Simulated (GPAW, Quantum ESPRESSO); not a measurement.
## Core-hole calculation of the In K edge in In (I4/mmm)

Do two independent programs agree on the In K edge of In (I4/mmm)? The same cell and functional are run with XSpectra and with GPAW.

Method: core-hole supercells, plane-wave PAW LDA (first program; GPAW 26.7.0 follows as the second), in Quantum ESPRESSO 7.5.

### Step 1. Starting point

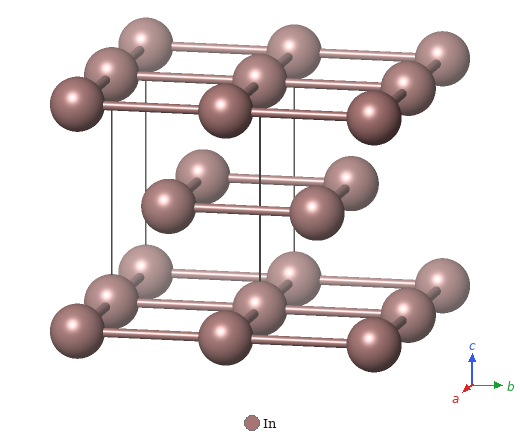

The cell as given, slightly off an axis (indium brown). 2×2×1 cells are drawn. This picture shows the conventional cell, with its axes. Some periodic images of atoms are drawn too.

### Step 2. Ground state of the crystal (Quantum ESPRESSO)

A plain self-consistent run shows whether there is a gap, which decides the set-up of the core-hole run.

The PAW data sets are made with ld1.x, with reconstruction data.

scf.in reads:

```
&control
   calculation='scf', prefix='x', pseudo_dir='../pp', outdir='tmp', tprnfor=.true.
/
&system
   ibrav=0, nat=1, ntyp=1, nbnd=11
   ecutwfc=41, ecutrho=240
   occupations='smearing', smearing='mv', degauss=0.015
/
&electrons
   conv_thr=1.0e-08, electron_maxstep=120
   mixing_beta=0.5
/
ATOMIC_SPECIES
In3 1.0 In.lda-dn-kjpaw.UPF
CELL_PARAMETERS angstrom
  -1.62547000 1.62547000 2.47370000
  1.62547000 -1.62547000 2.47370000
  1.62547000 1.62547000 -2.47370000
ATOMIC_POSITIONS crystal
In3  0.00000000 0.00000000 0.00000000
K_POINTS automatic
11 11 11 0 0 0
```

On the command line:

```console
$ OMP_NUM_THREADS=1 mpirun --oversubscribe --bind-to none -np 8 pw.x -nk 8 -in scf.in > scf.out
```

What it wrote:

```text
     [... banner and references ...]
using ibrav=0 with symmetry is DISCOURAGED, use correct ibrav instead

     G-vector sticks info
     --------------------

     Using Slab Decomposition

     bravais-lattice index     =            0
     lattice parameter (alat)  =       6.3814  a.u.
     unit-cell volume          =     176.4256 (a.u.)^3
     number of atoms/cell      =            1
     number of atomic types    =            1
     number of electrons       =        13.00
     number of Kohn-Sham states=           11
     kinetic-energy cutoff     =      41.0000  Ry
     charge density cutoff     =     240.0000  Ry
     scf convergence threshold =      1.0E-08
     mixing beta               =       0.5000
     number of iterations used =            8  plain     mixing
     Exchange-correlation= SLA  PZ   NOGX NOGC
                           (   1   1   0   0   0   0   0)

     celldm(1)=   6.381428  celldm(2)=   0.000000  celldm(3)=   0.000000
     celldm(4)=   0.000000  celldm(5)=   0.000000  celldm(6)=   0.000000

     crystal axes: (cart. coord. in units of alat)
               a(1) = (  -0.481349   0.481349   0.732534 )
               a(2) = (   0.481349  -0.481349   0.732534 )
               a(3) = (   0.481349   0.481349  -0.732534 )

     reciprocal axes: (cart. coord. in units 2 pi/alat)
               b(1) = (  0.000000  1.038748  0.682562 )
               b(2) = (  1.038748  0.000000  0.682562 )
               b(3) = (  1.038748  1.038748  0.000000 )

     PseudoPot. #1 for In:     Pseudo is Projector augmented-wave + core cor, Zval = 13.0

     atomic species   valence    mass     pseudopotential
     In3              13.00     1.00000     In( 1.00)

     16 Sym. Ops., with inversion, found

   Cartesian axes

     site n.     atom                  positions (alat units)
         1        In3    tau(   1) = (   0.0000000   0.0000000   0.0000000  )

     number of k points=   126  Marzari-Vanderbilt smearing, width (Ry)=  0.0150

     Number of k-points >= 100: set verbosity='high' to print them.

     Dense  grid:    11099 G-vectors     FFT dimensions: (  32,  32,  32)

     Smooth grid:     6195 G-vectors     FFT dimensions: (  27,  27,  27)

     Initial potential from superposition of free atoms

     starting charge      12.9973, renormalised to      13.0000
     Starting wfcs are    9 randomized atomic wfcs +    2 random wfcs
     Checking if some PAW data can be deallocated...

     per-process dynamical memory:    15.4 Mb

     Self-consistent Calculation

     iteration #  1     ecut=    41.00 Ry     beta= 0.50
     Davidson diagonalization with overlap
     ethr =  1.00E-02,  avg # of iterations =  4.7

     Threshold (ethr) on eigenvalues was too large:
     Diagonalizing with lowered threshold

     Davidson diagonalization with overlap
     ethr =  4.81E-05,  avg # of iterations =  4.2

     total energy              =    -400.33795701 Ry
     estimated scf accuracy    <       0.00609145 Ry

     iteration #  2     ecut=    41.00 Ry     beta= 0.50
     Davidson diagonalization with overlap
     ethr =  4.69E-05,  avg # of iterations =  2.0

     total energy              =    -400.33876003 Ry
     estimated scf accuracy    <       0.00048061 Ry

     iteration #  3     ecut=    41.00 Ry     beta= 0.50
     Davidson diagonalization with overlap
     ethr =  3.70E-06,  avg # of iterations =  2.6

     total energy              =    -400.33877323 Ry
     estimated scf accuracy    <       0.00006985 Ry

     iteration #  4     ecut=    41.00 Ry     beta= 0.50
     Davidson diagonalization with overlap
     c_bands:  1 eigenvalues not converged
     ethr =  5.37E-07,  avg # of iterations =  2.1

     total energy              =    -400.33878004 Ry
     estimated scf accuracy    <       0.00000043 Ry

     iteration #  5     ecut=    41.00 Ry     beta= 0.50
     Davidson diagonalization with overlap
     ethr =  3.30E-09,  avg # of iterations =  4.5

     total energy              =    -400.33878073 Ry
     estimated scf accuracy    <       0.00000042 Ry

     iteration #  6     ecut=    41.00 Ry     beta= 0.50
     Davidson diagonalization with overlap
     ethr =  3.22E-09,  avg # of iterations =  2.0

     End of self-consistent calculation

     Number of k-points >= 100: set verbosity='high' to print the bands.

     the Fermi energy is     9.9819 ev

!    total energy              =    -400.33878080 Ry
     total all-electron energy =    -11753.116841 Ry
     estimated scf accuracy    <          4.2E-10 Ry
     smearing contrib. (-TS)   =      -0.00003462 Ry
     internal energy E=F+TS    =    -400.33874619 Ry

     The total energy is F=E-TS. E is the sum of the following terms:
     one-electron contribution =     -34.37942243 Ry
     hartree contribution      =      29.45138088 Ry
     xc contribution           =     -45.46161870 Ry
     ewald contribution        =     -87.01998028 Ry
     one-center paw contrib.   =    -262.92910565 Ry

     convergence has been achieved in   6 iterations

     Forces acting on atoms (cartesian axes, Ry/au):

     atom    1 type  1   force =     0.00000000    0.00000000    0.00000000

     Total force =     0.000000     Total SCF correction =     0.000000

     XML data file, charge density, pseudopotentials, collected wavefunctions

=------------------------------------------------------------------------------=
   JOB DONE.
=------------------------------------------------------------------------------=
```

Elapsed: 3.2 s, on 8 MPI ranks of Arm Neoverse V1, shared host; peak memory 0.05 GiB.

Absorbing atoms carry a label of their own (element plus a letter or digit), as the spectrum program needs them as separate species.

The mesh shows no gap, so the system is treated as a metal and the core electron is put at the Fermi level (neutral cell).

### Step 3. Spectrum without a core hole, In atom 1 (Quantum ESPRESSO)

This cheap baseline ignores the attraction of the hole: it shows the absorber's empty states as they are in the ground state.

The absorber has 4 In at 3.25 Å and 8 In at 3.38 Å (distorted cuboctahedral, site symmetry 4/mmm).

xspectra.in reads:

```
&input_xspectra
   calculation='xanes_dipole', edge='K'
   prefix='x', outdir='tmp', xiabs=1, xe0=9.9819
   xonly_plot=.false., x_save_file='xanes.sav'
   xniter=3000, xcheck_conv=20, xerror=0.005
   xcoordcrys=.false., xepsilon(1)=1, xepsilon(2)=0, xepsilon(3)=0
/
&plot
   xnepoint=501, xemin=-10, xemax=70, terminator=.true., cut_occ_states=.true.
   xgamma=0.4
/
&pseudos
   filecore='../In.wfc'
/
&cut_occ
   cut_desmooth=0.1, cut_stepl=0.05, cut_stepu=0.05, cut_ierror=1e-5
/
10 10 10 0 0 0
```

On the command line:

```console
$ OMP_NUM_THREADS=1 mpirun --oversubscribe --bind-to none -np 8 xspectra.x -nk 8 -in xspectra.in > xspectra.out
```

What it wrote:

```text
     [... banner and references ...]
Reading input_file

     calculation: xanes_dipole

     xepsilon  [cartesian coordinates]:   1.000000   0.000000   0.000000

     xonly_plot: FALSE
        => complete calculation: Lanczos + spectrum plot

     filecore (core-wavefunction file): ../In.wfc

     main plot parameters:
        cut_occ_states: TRUE
        gamma_mode:  constant
        -> using xgamma [eV]:  0.40
        xemin [eV]: -10.00
        xemax [eV]:  70.00
        xnepoint:  501
        xe0 [eV]:   9.981900 (energy zero read in input file)

[...]
x_save_file name:
     ->  xanes.sav
     x_save_file version:  2

     ... End STEP 1 ...

     ... Begin STEP 2 ...

     The spectrum is calculated using the following parameters:
        xe0 [eV]:    9.9819
        the occupied states are elimintate from the spectrum
        xemin [eV]: -10.00
        xemax [eV]:  70.00
        xnepoint:  501
        constant broadening parameter [eV]:    0.400
        Core level energy [eV]: -0.2794E+05
         (from electron binding energy of neutral atoms in X-ray data booklet)

     Cross-section successfully written in xanes.dat

     ... End STEP 2 ...

                                END JOB XSpectra
```

It took 40 s on 8 MPI ranks; peak memory 0.1 GiB; 5.4 min of CPU time.

The core hole lives too briefly for so narrow a line (tabulated full width 7.9 eV). The run keeps xgamma small, and the tables are broadened afterwards: Lorentzian half width 3.96 eV (not a setting of the program: the run's 0.4 eV curve was folded afterwards with a further Lorentzian).

The In K spectrum, In atom 1, no core hole (energy from the energy zero of the input (xe0, at the border of filled and empty states); intensity scaled to a mean of 1 over the first 20 eV; folded afterwards to Lorentzian half width 3.96 eV; the points at xe0, where the cut of filled states can leave a spike, are interpolated; polarised curves are means over the symmetry-equivalent atoms):

```tsv
E (eV)	isotropic	ε ⊥ c	ε ∥ c
-2.0	0.42	0.42	0.44
-0.5	0.57	0.56	0.59
1.0	0.74	0.72	0.77
2.5	0.90	0.89	0.93
4.0	1.03	1.02	1.06
5.5	1.11	1.10	1.13
7.0	1.13	1.13	1.13
8.5	1.11	1.11	1.09
10.0	1.06	1.07	1.03
11.5	1.00	1.02	0.98
13.0	0.96	0.97	0.95
14.5	0.95	0.94	0.96
16.0	0.97	0.95	0.99
17.5	1.01	0.99	1.04
19.0	1.07	1.06	1.10
20.5	1.14	1.12	1.17
22.0	1.19	1.18	1.21
23.5	1.21	1.22	1.20
25.0	1.19	1.21	1.16
26.5	1.15	1.18	1.11
28.0	1.12	1.13	1.10
29.5	1.10	1.09	1.10
31.0	1.09	1.09	1.10
```

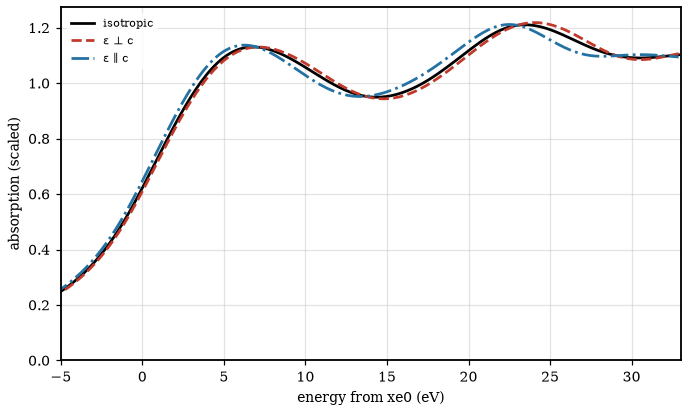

The In K edge, In atom 1, no core hole: main maxima at 6.8 and 23.4 eV.

Main maxima below 30 eV (height): 6.8 eV (1.13) and 23.4 eV (1.21). A K edge sees empty p states on the absorber.

### Step 4. Supercell without a hole, the energy reference (Quantum ESPRESSO)

The photon energy needs a difference of total energies, so the cell and mesh of the coming hole run are first run without a hole.

scf.in reads:

```
&control
   calculation='scf', prefix='x', pseudo_dir='../pp', outdir='tmp', tprnfor=.true.
/
&system
   ibrav=0, nat=8, ntyp=1, nbnd=64
   ecutwfc=41, ecutrho=240
   occupations='smearing', smearing='mv', degauss=0.015
/
&electrons
   conv_thr=8.0e-08, electron_maxstep=120
   mixing_beta=0.5
/
ATOMIC_SPECIES
In 1.0 In.lda-dn-kjpaw.UPF
CELL_PARAMETERS angstrom
  0.00000000 -6.50188000 0.00000000
  -6.50188000 0.00000000 0.00000000
  3.25094000 -3.25094000 -4.94740000
ATOMIC_POSITIONS crystal
In   0.00000000 0.00000000 0.00000000
In   0.00000000 0.00000000 0.50000000
In   0.50000000 0.00000000 0.00000000
In   0.00000000 0.50000000 0.00000000
In   0.50000000 0.00000000 0.50000000
In   0.00000000 0.50000000 0.50000000
In   0.50000000 0.50000000 0.00000000
In   0.50000000 0.50000000 0.50000000
K_POINTS automatic
5 5 5 0 0 0
```

On the command line:

```console
$ OMP_NUM_THREADS=1 mpirun --oversubscribe --bind-to none -np 8 pw.x -nk 8 -in scf.in > scf.out
```

What it wrote:

```text
     [... banner and references ...]
[banner, memory and clock lines left out]
Found identity + ( -0.0000  0.0000 -0.5000) symmetry
     This is a supercell, fractional translations are disabled
     using ibrav=0 with symmetry is DISCOURAGED, use correct ibrav instead

     G-vector sticks info

     bravais-lattice index     =            0
     lattice parameter (alat)  =      12.2868  a.u.
     unit-cell volume          =    1411.4046 (a.u.)^3
[...]
atom    1 type  1   force =     0.00000000   -0.00000000   -0.00000000
     atom    2 type  1   force =    -0.00000000    0.00000000   -0.00000000
     atom    3 type  1   force =     0.00000000   -0.00000000    0.00000000
[...]
atom    7 type  1   force =     0.00000000   -0.00000000    0.00000000
     atom    8 type  1   force =     0.00000000   -0.00000000    0.00000000

     Total force =     0.000000     Total SCF correction =     0.000000

     XML data file, charge density, pseudopotentials, collected wavefunctions
[key lines of the parts left out:]
!    total energy              =   -3202.71386314 Ry
the Fermi energy is     9.9026 ev
convergence has been achieved in   7 iterations
```

It took 37 s on 8 MPI ranks; peak memory 0.16 GiB.

Reference energy: -1279274.457 eV with the cores included.

### Step 5. The atom with a core hole (Quantum ESPRESSO)

The frozen core must hold the hole, so the absorber gets a data set of its own.

In.lda-dn-kjpaw-1sch.ld1.in reads:

```
&input
   title='In', zed=49., rel=1, iswitch=3, dft='PZ',
   config='1s1 2s2 2p6 3s2 3p6 3d10 4s2 4p6 5s2 5p2 4d10'
/
&inputp
   file_pseudopw='In.lda-dn-kjpaw-1sch.UPF', author='',
   lpaw=.true.,
   pseudotype=3,
   lloc=-1,
   rcloc=1.9,
   which_augfun='PSQ',
   rmatch_augfun_nc=.true.,
   nlcc=.true.,
   new_core_ps=.true.,
   rcore=1.2,
   tm=.true.,
   zval=14,
   lgipaw_reconstruction=.true., use_paw_as_gipaw=.true.
/
6
5S  1  0  2.00  0.00  1.80  2.00  0.0
5S  1  0  0.00  3.00  1.80  2.00  0.0
5P  2  1  2.00  0.00  1.90  2.50  0.0
5P  2  1  0.00  6.00  1.90  2.50  0.0
4D  3  2  10.00  0.00  1.40  1.70  0.0
4D  3  2  0.00  5.00  1.40  1.70  0.0
```

On the command line:

```console
$ ld1.x < In.lda-dn-kjpaw-1sch.ld1.in > In.lda-dn-kjpaw-1sch.ld1.out
```

What it wrote:

```text
     [... banner and references ...]
PAW data will be used for GIPAW calculation
     --------------------------- All-electron run ----------------------------

     In
     scalar relativistic calculation

     atomic number is 49.00
     dft =PZ   lsd =0 sic =0 latt =0  beta=0.20 tr2=1.0E-14
     Exchange-correlation= PZ
                           (   1   1   0   0   0   0   0)
     mesh =1241 r(mesh) = 100.30140 a.u. xmin = -7.00 dx = 0.01250
     1 Ry =  13.60569312 eV, c = 137.03599908

     n l     nl                  e(Ry)          e(Ha)          e(eV)
     1 0     1S 1( 1.00)     -2084.6193     -1042.3097    -28362.6907
     2 0     2S 1( 2.00)      -317.4475      -158.7237     -4319.0931
     2 1     2P 1( 6.00)      -288.3045      -144.1523     -3922.5831
[...]
3 2     3D 1(10.00)       -34.9086       -17.4543      -474.9561
[...]
4 2     4D 1(10.00)        -1.9202        -0.9601       -26.1251

     final scf error:  8.8E-15 reached in  46 iterations

     Etot =   -9693.024261 Ry,   -4846.512130 Ha, -131880.313523 eV

     Ekin =   10032.234067 Ry,    5016.117034 Ha,  136495.498058 eV
     Encl =  -23921.665279 Ry,  -11960.832640 Ha, -325470.836777 eV
     Eh   =    4475.232259 Ry,    2237.616130 Ha,   60888.636773 eV
     Exc  =    -278.825308 Ry,    -139.412654 Ha,   -3793.611577 eV

     normalization and overlap integrals

     s(1S/1S) =  1.000000  <r> =   0.0295  <r2> =    0.0012  r(max) =   0.0192
     s(1S/2S) = -0.012882
     s(1S/3S) = -0.005388
     s(1S/4S) = -0.002409
[...]
s(2S/2S) =  1.000000  <r> =   0.1268  <r2> =    0.0189  r(max) =   0.1076
[...]
s(2P/2P) =  1.000000  <r> =   0.1099  <r2> =    0.0147  r(max) =   0.0849
[...]
Encl =  -23921.665279 Ry,  -11960.832640 Ha, -325470.836777 eV
     Eh   =    4475.232259 Ry,    2237.616130 Ha,   60888.636773 eV
     Exc  =    -278.825308 Ry,    -139.412654 Ha,   -3793.611577 eV

     normalization and overlap integrals

[...]
s(3S/5S) = -0.000299
[...]
s(3P/5P) = -0.000195
     s(3D/3D) =  1.000000  <r> =   0.3146  <r2> =    0.1175  r(max) =   0.2517
     s(3D/4D) = -0.000526
     s(4S/4S) =  1.000000  <r> =   0.8239  <r2> =    0.7687  r(max) =   0.7469
     s(4S/5S) = -0.000186
     s(4P/4P) =  1.000000  <r> =   0.8868  <r2> =    0.8996  r(max) =   0.7852
     s(4P/5P) = -0.000119
     s(5S/5S) =  1.000000  <r> =   2.4028  <r2> =    6.6024  r(max) =   2.0303
     s(5P/5P) =  1.000000  <r> =   3.2180  <r2> =   12.1293  r(max) =   2.5426
     s(4D/4D) =  1.000000  <r> =   1.0989  <r2> =    1.4388  r(max) =   0.8897

     ------------------------ End of All-electron run ------------------------

     ---------------------- Testing the pseudopotential ----------------------

     In
     scalar relativistic calculation

     atomic number is 49.00   valence charge is 14.00
     dft = SLA  PZ   NOGX NOGC   lsd =0 sic =0 latt =0  beta=0.20 tr2=1.0E-14
     mesh =1241 r(mesh) = 100.30140 xmin = -7.00 dx = 0.01250

     n l     nl             e AE (Ry)        e PS (Ry)    De AE-PS (Ry)
     1 0     5S   1( 2.00)       -0.78260       -0.78260        0.00000
     2 1     5P   1( 2.00)       -0.28622       -0.28622        0.00000
     3 2     4D   1(10.00)       -1.92016       -1.92016        0.00000

     eps = 5.8E-16  iter =  4

     Etot =   -9693.024261 Ry,   -4846.512130 Ha, -131880.313523 eV
     Etotps =  -391.239720 Ry,    -195.619860 Ha,   -5323.087568 eV

     Ekin =     258.038315 Ry,     129.019157 Ha,    3510.790127 eV
     Encl =    -491.358743 Ry,    -245.679371 Ha,   -6685.276270 eV
     Ehrt =     120.906007 Ry,      60.453004 Ha,    1645.010031 eV
     Ecxc =    -278.825299 Ry,    -139.412650 Ha,   -3793.611457 eV
     (Ecc =     -23.858542 Ry,     -11.929271 Ha,    -324.612007 eV)

     ---------------------- End of pseudopotential test ----------------------
```

The job ended after 0.92 s (1 MPI rank; peak memory 0.13 GiB).

Removing the core electron and adding it to the valence shell costs the free atom 28025.9 eV.

(Continued in part 2 of 4.)

[Banner, clock and machine lines of the logs are left out without a mark of their own.]

[Logs are printed without paths, hosts, clocks, repeated set-up lines and the standing remarks that a program may print on its own settings, such as how far it seeks lower states.]

[Hosts, paths, dates, database ids (printed as entryN), source tags and the programs' standing remarks are cut or masked in the printed files.]

[Lists of maxima count a maximum above −3 eV only where it reaches 4 % of the highest in the window and stands out from its surroundings by 2 % of it (1.5 % where it reaches 55 %); shoulders and weaker maxima are passed over, and of the rest the first, up to two pre-edge ones and the few strongest are named.]
